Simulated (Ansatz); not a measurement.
F4H2OW···H2S

Input file:

```
crystal:
  periodic: [false, false, false]
  atoms:
    - { symbol: W, position_ang: [0.0, 0.0, 0.0] }
    - { symbol: H, position_ang: [0.0, 0.0, 2.07] }
    - { symbol: F, position_ang: [1.85, 0.0, 0.0] }
    - { symbol: F, position_ang: [0.0, 1.85, 0.0] }
    - { symbol: F, position_ang: [-1.85, 0.0, 0.0] }
    - { symbol: O, position_ang: [0.0, -1.94, 0.0] }
    - { symbol: H, position_ang: [0.3816, -2.2771, 0.8723] }
    - { symbol: F, position_ang: [0.0, 0.0, -1.85] }
    - { symbol: S, position_ang: [1.7875, 1.8621, 0.8577] }
    - { symbol: H, position_ang: [2.8002, 1.2341, 1.5926] }
    - { symbol: H, position_ang: [0.7102, 0.7399, 2.0854] }
basis:
  gaussian: { orbitals: def2-SVP }
hamiltonian:
  xc: { name: BHLYP }
relax:
  f_tol: 0.15
  max_steps: 25
  restrain:
    - { distance: [0, 8], at: 3.62, k: 30.0 }
    - { distance: [10, 1], at: 1.86, k: 30.0 }
    - { distance: [0, 1], at: 1.72, k: 30.0 }
    - { distance: [10, 8], at: 1.4, k: 30.0 }
output:
  orbitals: {}
```

Run with:

```sh
ansatz run input.yaml --threads 4 --pin off --max-ram 5120MiB --backend cpu --events-out ev --progress --plain --runs-dir out
```

The fields are those of the run's last geometry, not of the input's.

Core potentials replace the inner electrons of W; not at a stationary point (largest force 1.0 eV/Å).

These are results of RKS BHLYP/def2-SVP (Ansatz), not measurements.

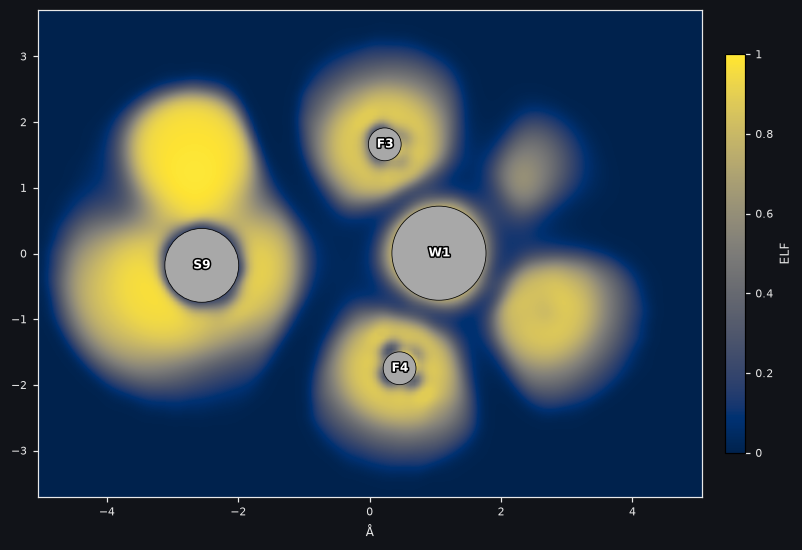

Figure 1. Electron localisation function on the plane of atoms F3, W1 and F4. Grey discs cover the atomic cores.

**What do the fields say about this system?**

The section cuts through W, F and S sites. W–F (1.85 Å): the ELF peaks at about 0.85 in the valence shell of F, 0.5 Å from its nucleus, and drops to about 0.25 between the two atoms. The ELF also peaks beside S9, away from the bonds: lone-pair regions.

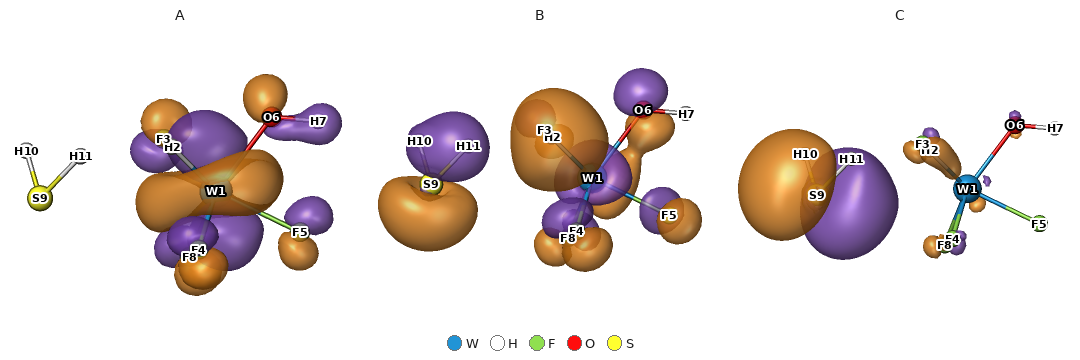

Figure 2. Three frontier orbitals at ±0.1 Å⁻³ᐟ² (orange and purple are the two phases), in no order.

**Order the three orbitals by energy and name them.**

B is the HOMO−1 (−11.15 eV). It lies mainly on H2 (about 25 %), W1 (about 25 %), S9 (about 20 %) and F4 (about 5 %). C is the HOMO (−8.89 eV). It lies mainly on S9 (about 85 %); largely a lone pair of S9. A is the LUMO (−3.04 eV). By Hirshfeld shares it lies mainly on W1 (about 70 %).

**What is the HOMO–LUMO gap?**

5.85 eV between the orbital energies.

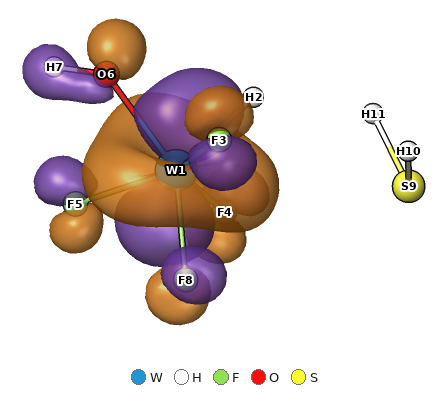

Figure 3. One frontier orbital at ±0.1 Å⁻³ᐟ² (orange and purple are the two phases), seen at an oblique angle.

**Which orbital is it: HOMO or LUMO?**

The LUMO, at −3.04 eV. Its weight (Hirshfeld) is mainly on W1 (about 70 %).
